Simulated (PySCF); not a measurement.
# Geometry relaxation, with input and output: AlH3Cl (charge −1) (part 1 of 2)

System: AlH3Cl, charge −1.
Method: HF/pcseg-1, RHF, SS(V)PE solvent chlorobenzene (PySCF 2.14.0).

The atoms were displaced at random from an optimised geometry. Figures and captions count atoms from 1; the log counts them from 0 in places.

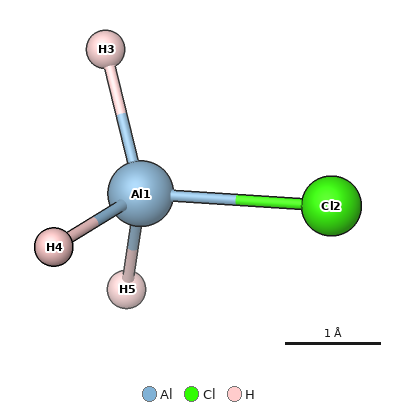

Fig. 1: The structure as given in the input (ball-and-stick view, seen at a tilt; atoms are numbered from 1 in the order of the input). Sticks mark near contacts. Bond lengths as drawn: Al–Cl 2.11 Å and Al–H 1.61 to 1.66 Å.

## Input (run.py)
```python
from pyscf import gto, scf, solvent
from pyscf.geomopt.geometric_solver import kernel as optimise

molecule = gto.M(
    atom='''
Al       0.096462       0.032924      -0.107046
Cl      -1.569987       0.004207       1.186806
H        0.292474       1.500930      -0.742933
H       -0.154865      -1.091201      -1.229727
H        1.419278      -0.399057       0.806517
''',
    charge=-1,
    max_memory=1860,
    verbose=3,
    cart=True,
    basis='pcseg-1',
)

mf = molecule.RHF()
mf = mf.density_fit(auxbasis='cc-pvqz-jkfit')
mf = mf.PCM()
mf.with_solvent.method = 'SS(V)PE'
mf.with_solvent.eps = 5.6968
mf.DIIS = scf.EDIIS
converged, mol_eq = optimise(mf, maxsteps=50, convergence_set='NWCHEM_LOOSE', coordsys='hdlc')
print('converged:', converged)
print(mol_eq.tostring())

mf.reset(mol_eq)
molecule = mol_eq
mf.kernel()
e_tot = mf.e_tot
print(f'total energy: {e_tot:.8f} hartree')
dip = mf.dip_moment()
pop, q = mf.mulliken_pop()
```

Launched with:
```bash
OMP_NUM_THREADS=1 python run.py
```

## The program's output
```
#|     Arguments passed to driver run_optimizer():      |#
convergence_set           NWCHEM_LOOSE
coordsys                  hdlc
customengine              <pyscf.geomopt.geometric_solver.PySCFEngine object>
maxiter                   50
----------------------------------------------------------
Custom engine selected.
Bonds will be generated from interatomic distances less than 1.20 times sum of covalent radii
15 internal coordinates being used (instead of 15 Cartesians)
Internal coordinate system (atoms numbered from 1):
Distance 1-2
Distance 1-3
Distance 1-4
Distance 1-5
Angle 2-1-3
Angle 2-1-4
Angle 2-1-5
Angle 3-1-4
Angle 3-1-5
Angle 4-1-5
Cartesian-X 1
Cartesian-X 2
Cartesian-X 3
Cartesian-X 4
Cartesian-X 5
Cartesian-Y 1
Cartesian-Y 2
Cartesian-Y 3
Cartesian-Y 4
Cartesian-Y 5
Cartesian-Z 1
Cartesian-Z 2
Cartesian-Z 3
Cartesian-Z 4
Cartesian-Z 5
<class 'geometric.internal.Distance'> : 4
<class 'geometric.internal.Angle'> : 6
<class 'geometric.internal.CartesianX'> : 5
<class 'geometric.internal.CartesianY'> : 5
<class 'geometric.internal.CartesianZ'> : 5
> ===== Optimization Info: ====
> Job type: Energy minimization
> Maximum number of optimization cycles: 50
> Initial / maximum trust radius (Angstrom): 0.100 / 0.300
> Convergence Criteria:
> Will converge when all 5 criteria are reached:
>  |Delta-E| < 1.00e-06
>  RMS-Grad  < 3.00e-03
>  Max-Grad  < 4.50e-03
>  RMS-Disp  < 3.60e-03
>  Max-Disp  < 5.40e-03
> === End Optimization Info ===

Geometry optimization cycle 1
Cartesian coordinates (Angstrom)
 Atom        New coordinates             dX        dY        dZ
  Al   0.096462   0.032924  -0.107046    0.000000  0.000000  0.000000
  Cl  -1.569987   0.004207   1.186806    0.000000  0.000000  0.000000
   H   0.292474   1.500930  -0.742933    0.000000 -0.000000  0.000000
   H  -0.154865  -1.091201  -1.229727    0.000000  0.000000  0.000000
   H   1.419278  -0.399057   0.806517    0.000000  0.000000  0.000000

WARN: Mole.unit (angstrom) is changed to Bohr

WARN: PCM is an experimental feature. It is still in testing.
Features and APIs may be changed in the future.

converged SCF energy = -703.278890131632
--------------- PCMDFRHF_Scanner (+PCM) gradients ---------------
         x                y                z
0 Al    -0.0317696770     0.0036775791     0.0123915249
1 Cl     0.0275710590    -0.0013812125    -0.0223187033
2 H     0.0003383374    -0.0009326586     0.0003641235
3 H    -0.0003837651     0.0023796766     0.0046303197
4 H     0.0042440457    -0.0037433845     0.0049327351
----------------------------------------------
cycle 1: E = -703.278890132  dE = -703.279  norm(grad) = 0.0502126
Step    0 : Gradient = 2.246e-02/3.550e-02 (rms/max) Energy = -703.2788901316
Hessian Eigenvalues: 5.00000e-02 5.00000e-02 5.00000e-02 ... 1.05912e-01 1.11050e-01 1.77094e-01

Geometry optimization cycle 2
Cartesian coordinates (Angstrom)
 Atom        New coordinates             dX        dY        dZ
  Al   0.114361   0.022668  -0.108215    0.017899 -0.010256 -0.001169
  Cl  -1.604329   0.012523   1.226344   -0.034342  0.008316  0.039538
   H   0.294369   1.497881  -0.744267    0.001895 -0.003049 -0.001334
   H  -0.143316  -1.101175  -1.248154    0.011549 -0.009974 -0.018427
   H   1.422276  -0.384095   0.787909    0.002998  0.014962 -0.018608

WARN: PCM is an experimental feature. It is still in testing.
Features and APIs may be changed in the future.

converged SCF energy = -703.282589688031
--------------- PCMDFRHF_Scanner (+PCM) gradients ---------------
         x                y                z
0 Al    -0.0145990668     0.0016657962     0.0092031447
1 Cl     0.0127424749    -0.0009126560    -0.0114332776
2 H     0.0013719768     0.0003545791    -0.0002438977
3 H    -0.0000739792     0.0003174828     0.0011136271
4 H     0.0005585943    -0.0014252020     0.0013604035
----------------------------------------------
cycle 2: E = -703.282589688  dE = -0.00369956  norm(grad) = 0.0245385
Step    1 : Displace = 2.911e-02/5.238e-02 (rms/max) Trust = 1.000e-01 (=) Grad = 1.097e-02/1.734e-02 (rms/max) E (change) = -703.2825896880 (-3.700e-03) Quality = 1.446
Hessian Eigenvalues: 4.70783e-02 5.00000e-02 5.00000e-02 ... 1.00410e-01 1.11251e-01 1.19159e-01

Geometry optimization cycle 3
Cartesian coordinates (Angstrom)
 Atom        New coordinates             dX        dY        dZ
  Al   0.130899   0.012454  -0.117911    0.016538 -0.010214 -0.009696
  Cl  -1.625195   0.021212   1.272444   -0.020867  0.008689  0.046101
   H   0.279213   1.491820  -0.748016   -0.015156 -0.006061 -0.003749
   H  -0.137407  -1.109335  -1.261875    0.005909 -0.008160 -0.013722
   H   1.435852  -0.368348   0.768975    0.013576  0.015746 -0.018933

WARN: PCM is an experimental feature. It is still in testing.
Features and APIs may be changed in the future.

converged SCF energy = -703.283967115434
--------------- PCMDFRHF_Scanner (+PCM) gradients ---------------
         x                y                z
0 Al    -0.0046372394    -0.0002522747     0.0027206419
1 Cl     0.0029465868     0.0000030782    -0.0017944795
2 H     0.0018848955     0.0002703798    -0.0001304984
3 H     0.0006067089    -0.0003739756    -0.0006885916
4 H    -0.0008009518     0.0003527924    -0.0001070723
----------------------------------------------
cycle 3: E = -703.283967115  dE = -0.00137743  norm(grad) = 0.00680254
Step    2 : Displace = 2.577e-02/4.674e-02 (rms/max) Trust = 1.414e-01 (+) Grad = 3.042e-03/5.382e-03 (rms/max) E (change) = -703.2839671154 (-1.377e-03) Quality = 1.184
Hessian Eigenvalues: 4.10714e-02 5.00000e-02 5.00000e-02 ... 9.23497e-02 1.11346e-01 1.13035e-01

Geometry optimization cycle 4
Cartesian coordinates (Angstrom)
 Atom        New coordinates             dX        dY        dZ
  Al   0.142273   0.011010  -0.120869    0.011374 -0.001444 -0.002957
  Cl  -1.631088   0.020953   1.281241   -0.005893 -0.000259  0.008797
   H   0.262751   1.491095  -0.749559   -0.016462 -0.000725 -0.001543
   H  -0.138905  -1.109672  -1.260896   -0.001498 -0.000337  0.000979
   H   1.448330  -0.365583   0.763700    0.012478  0.002765 -0.005276

WARN: PCM is an experimental feature. It is still in testing.
Features and APIs may be changed in the future.

converged SCF energy = -703.284137332566
--------------- PCMDFRHF_Scanner (+PCM) gradients ---------------
         x                y                z
0 Al    -0.0014018653    -0.0003421563     0.0008772968
1 Cl     0.0002319402     0.0002697728    -0.0000081982
2 H     0.0011016833     0.0000707802    -0.0000182209
3 H     0.0006576228    -0.0002983581    -0.0007175512
4 H    -0.0005893811     0.0002999614    -0.0001333265
----------------------------------------------
cycle 4: E = -703.284137333  dE = -0.000170217  norm(grad) = 0.00238519
Step    3 : Displace = 9.370e-03/1.232e-02 (rms/max) Trust = 2.000e-01 (+) Grad = 1.067e-03/1.689e-03 (rms/max) E (change) = -703.2841373326 (-1.702e-04) Quality = 1.341
Hessian Eigenvalues: 2.84749e-02 4.99876e-02 5.00000e-02 ... 9.78144e-02 1.11055e-01 1.12280e-01

Geometry optimization cycle 5
Cartesian coordinates (Angstrom)
 Atom        New coordinates             dX        dY        dZ
  Al   0.150477   0.011661  -0.122937    0.008203  0.000650 -0.002068
  Cl  -1.630150   0.017641   1.284574    0.000938 -0.003312  0.003333
   H   0.248653   1.491947  -0.751122   -0.014099  0.000852 -0.001563
   H  -0.144420  -1.108772  -1.256679   -0.005515  0.000900  0.004217
   H   1.458802  -0.364673   0.759780    0.010472  0.000910 -0.003919

WARN: PCM is an experimental feature. It is still in testing.
Features and APIs may be changed in the future.

converged SCF energy = -703.284187488228
--------------- PCMDFRHF_Scanner (+PCM) gradients ---------------
         x                y                z
0 Al     0.0001163094     0.0000696981    -0.0001119585
1 Cl    -0.0007467423     0.0002479521     0.0004372119
2 H     0.0002582050    -0.0002260851     0.0000704181
3 H     0.0006361068    -0.0001037336    -0.0004877900
4 H    -0.0002638790     0.0000121685     0.0000921185
----------------------------------------------
cycle 5: E = -703.284187488  dE = -5.01557e-05  norm(grad) = 0.00130212
Step    4 : Displace = 6.868e-03/8.780e-03 (rms/max) Trust = 2.828e-01 (+) Grad = 5.823e-04/9.001e-04 (rms/max) E (change) = -703.2841874882 (-5.016e-05) Quality = 1.266
Hessian Eigenvalues: 1.95895e-02 4.99239e-02 5.00000e-02 ... 9.87639e-02 1.11644e-01 1.17045e-01

Geometry optimization cycle 6
Cartesian coordinates (Angstrom)
 Atom        New coordinates             dX        dY        dZ
  Al   0.154419   0.012356  -0.124044    0.003942  0.000696 -0.001107
  Cl  -1.625640   0.014464   1.286131    0.004510 -0.003177  0.001556
   H   0.241490   1.493570  -0.752421   -0.007163  0.001623 -0.001299
   H  -0.152243  -1.108329  -1.252021   -0.007824  0.000443  0.004658
   H   1.465337  -0.364258   0.755972    0.006534  0.000415 -0.003808

WARN: PCM is an experimental feature. It is still in testing.
Features and APIs may be changed in the future.

converged SCF energy = -703.284209439117
--------------- PCMDFRHF_Scanner (+PCM) gradients ---------------
         x                y                z
0 Al     0.0003376290     0.0003227438    -0.0002433776
1 Cl    -0.0007683776     0.0001169190     0.0003132198
2 H    -0.0001161446    -0.0002794594     0.0000231340
3 H     0.0006286308     0.0000154836    -0.0002906468
4 H    -0.0000817376    -0.0001756870     0.0001976706
----------------------------------------------
cycle 6: E = -703.284209439  dE = -2.19509e-05  norm(grad) = 0.00127601
Step    5 : Displace = 4.531e-03/6.053e-03 (rms/max) Trust = 3.000e-01 (+) Grad = 5.706e-04/8.380e-04 (rms/max) E (change) = -703.2842094391 (-2.195e-05) Quality = 1.601
Hessian Eigenvalues: 8.36239e-03 4.85416e-02 5.00000e-02 ... 9.43552e-02 1.12360e-01 1.16538e-01

Geometry optimization cycle 7
Cartesian coordinates (Angstrom)
 Atom        New coordinates             dX        dY        dZ
  Al   0.161109   0.012779  -0.126743    0.006690  0.000423 -0.002700
  Cl  -1.612601   0.009116   1.290775    0.013039 -0.005348  0.004645
   H   0.230846   1.497257  -0.754686   -0.010644  0.003688 -0.002265
   H  -0.174059  -1.108521  -1.241561   -0.021816 -0.000193  0.010460
   H   1.478068  -0.362828   0.745832    0.012731  0.001431 -0.010140

WARN: PCM is an experimental feature. It is still in testing.
Features and APIs may be changed in the future.

converged SCF energy = -703.284241045837
--------------- PCMDFRHF_Scanner (+PCM) gradients ---------------
         x                y                z
0 Al     0.0003625050     0.0006595359    -0.0001884935
1 Cl    -0.0003932213    -0.0001613209    -0.0000973281
2 H    -0.0005818326    -0.0001621665    -0.0001502641
3 H     0.0004419591     0.0000165032     0.0001633497
4 H     0.0001705898    -0.0003525516     0.0002727359
----------------------------------------------
cycle 7: E = -703.284241046  dE = -3.16067e-05  norm(grad) = 0.00127652
Step    6 : Displace = 9.498e-03/1.416e-02 (rms/max) Trust = 3.000e-01 (=) Grad = 5.709e-04/7.758e-04 (rms/max) E (change) = -703.2842410458 (-3.161e-05) Quality = 1.286
Hessian Eigenvalues: 6.87954e-03 4.56397e-02 5.00000e-02 ... 9.69848e-02 1.12842e-01 1.16518e-01

Geometry optimization cycle 8
Cartesian coordinates (Angstrom)
 Atom        New coordinates             dX        dY        dZ
  Al   0.162355   0.011600  -0.127977    0.001245 -0.001179 -0.001234
  Cl  -1.605982   0.008869   1.294063    0.006620 -0.000247  0.003288
   H   0.230881   1.498260  -0.754154    0.000035  0.001003  0.000532
   H  -0.185653  -1.108411  -1.238891   -0.011594  0.000110  0.002670
   H   1.481761  -0.362515   0.740576    0.003694  0.000312 -0.005255

WARN: PCM is an experimental feature. It is still in testing.
Features and APIs may be changed in the future.

converged SCF energy = -703.284253025334
--------------- PCMDFRHF_Scanner (+PCM) gradients ---------------
         x                y                z
0 Al     0.0002401007     0.0003807513    -0.0001057698
1 Cl    -0.0000635132    -0.0001975725    -0.0002641840
2 H    -0.0005495636     0.0000797514    -0.0001618775
3 H     0.0002348857    -0.0000620508     0.0003587612
4 H     0.0001380904    -0.0002008794     0.0001730701
----------------------------------------------
cycle 8: E = -703.284253025  dE = -1.19795e-05  norm(grad) = 0.00096869
Step    7 : Displace = 3.563e-03/5.398e-03 (rms/max) Trust = 3.000e-01 (=) Grad = 4.332e-04/5.784e-04 (rms/max) E (change) = -703.2842530253 (-1.198e-05) Quality = 1.435
Hessian Eigenvalues: 8.85845e-03 2.73863e-02 5.00000e-02 ... 9.54640e-02 1.09760e-01 1.13164e-01

Geometry optimization cycle 9
Cartesian coordinates (Angstrom)
 Atom        New coordinates             dX        dY        dZ
  Al   0.160466   0.009190  -0.128420   -0.001889 -0.002410 -0.000443
  Cl  -1.600986   0.011910   1.298261    0.004995  0.003042  0.004198
   H   0.238383   1.497419  -0.751443    0.007502 -0.000842  0.002712
   H  -0.195868  -1.106914  -1.241084   -0.010215  0.001498 -0.002193
   H   1.481368  -0.363802   0.736303   -0.000394 -0.001287 -0.004273

WARN: PCM is an experimental feature. It is still in testing.
Features and APIs may be changed in the future.

converged SCF energy = -703.284266893645
--------------- PCMDFRHF_Scanner (+PCM) gradients ---------------
         x                y                z
0 Al    -0.0002071250    -0.0003582297     0.0002798570
1 Cl     0.0003354294    -0.0001064246    -0.0003251312
2 H    -0.0002445057     0.0003766086    -0.0000377920
3 H     0.0001395845    -0.0000681480     0.0001662578
4 H    -0.0000233832     0.0001561937    -0.0000831916
----------------------------------------------
cycle 9: E = -703.284266894  dE = -1.38683e-05  norm(grad) = 0.000875087
Step    8 : Displace = 3.642e-03/5.190e-03 (rms/max) Trust = 3.000e-01 (=) Grad = 3.914e-04/4.995e-04 (rms/max) E (change) = -703.2842668936 (-1.387e-05) Quality = 1.244
Hessian Eigenvalues: 8.44879e-03 1.91159e-02 5.00000e-02 ... 9.52382e-02 1.12061e-01 1.25041e-01

Geometry optimization cycle 10
Cartesian coordinates (Angstrom)
 Atom        New coordinates             dX        dY        dZ
  Al   0.159691   0.008617  -0.128698   -0.000774 -0.000573 -0.000278
  Cl  -1.600083   0.014947   1.300738    0.000904  0.003037  0.002478
   H   0.243972   1.495708  -0.750684    0.005589 -0.001711  0.000759
   H  -0.200873  -1.105408  -1.242884   -0.005005  0.001506 -0.001800
   H   1.480654  -0.366060   0.735145   -0.000713 -0.002258 -0.001159

WARN: PCM is an experimental feature. It is still in testing.
Features and APIs may be changed in the future.

converged SCF energy = -703.28427257006
--------------- PCMDFRHF_Scanner (+PCM) gradients ---------------
         x                y                z
0 Al    -0.0002265402    -0.0003310770     0.0002957497
1 Cl     0.0002992419    -0.0000656577    -0.0001938792
2 H    -0.0001429797     0.0002508371     0.0000848999
3 H     0.0000872955    -0.0000676655    -0.0000386298
4 H    -0.0000170176     0.0002135631    -0.0001481406
----------------------------------------------
cycle 10: E = -703.28427257  dE = -5.67641e-06  norm(grad) = 0.000742935
Step    9 : Displace = 1.828e-03/2.550e-03 (rms/max) Trust = 3.000e-01 (=) Grad = 3.323e-04/4.984e-04 (rms/max) E (change) = -703.2842725701 (-5.676e-06) Quality = 1.534
Hessian Eigenvalues: 7.44775e-03 1.16739e-02 4.97056e-02 ... 9.30302e-02 1.10620e-01 1.12567e-01

Geometry optimization cycle 11
Cartesian coordinates (Angstrom)
 Atom        New coordinates             dX        dY        dZ
  Al   0.158942   0.008558  -0.129115   -0.000749 -0.000058 -0.000418
  Cl  -1.600411   0.020362   1.303140   -0.000328  0.005415  0.002402
   H   0.252988   1.492783  -0.751481    0.009016 -0.002924 -0.000797
   H  -0.206900  -1.103303  -1.244344   -0.006027  0.002105 -0.001459
   H   1.478743  -0.370598   0.735417   -0.001912 -0.004537  0.000272

WARN: PCM is an experimental feature. It is still in testing.
Features and APIs may be changed in the future.

converged SCF energy = -703.284278098159
--------------- PCMDFRHF_Scanner (+PCM) gradients ---------------
         x                y                z
0 Al    -0.0001542435    -0.0000622889     0.0000898997
1 Cl     0.0001178926    -0.0000453907     0.0000431951
2 H    -0.0000293810    -0.0000014800     0.0002240706
3 H     0.0000298897    -0.0000271286    -0.0002279331
4 H     0.0000358422     0.0001362882    -0.0001292323
----------------------------------------------
cycle 11: E = -703.284278098  dE = -5.5281e-06  norm(grad) = 0.000441354
Step   10 : Displace = 2.362e-03/3.450e-03 (rms/max) Trust = 3.000e-01 (=) Grad = 1.974e-04/2.315e-04 (rms/max) E (change) = -703.2842780982 (-5.528e-06) Quality = 1.291
Hessian Eigenvalues: 6.75180e-03 9.95510e-03 4.68395e-02 ... 9.07118e-02 1.11157e-01 1.13143e-01
```
